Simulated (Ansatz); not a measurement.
Take Ce in the fcc (Cu type) structure (space group Fm-3m, No. 225; a = 4.590 Å; relaxed with 0.1 eV smearing) as the base. Axes: x, y, z lie along the cube axes.

Structures relaxed with PBEsol (Ansatz, a program for electronic structure), no SOC, earlier PAW set.

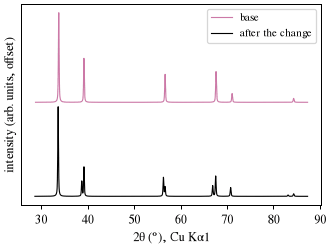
Figure. Simulated powder patterns before (top) and after one change

### Question
Which change produced these results?
A. uniaxial strain ε_yy = +5.59 %
B. isotropic strain −4.66 %
C. biaxial strain −3.67 %, plane normal [111], relaxed out of plane
D. uniaxial strain ε_yy = +1.17 %

### Answer
D, uniaxial strain ε_yy = +1.17 %. Its volume per atom is 24.45 Å³ against 24.17 Å³, and its space group is I4/mmm (No. 139).

Open 4f shells without U are poorly described, and the f state was not checked. No phonon test of stability was made. The final runs are not spin-polarised.
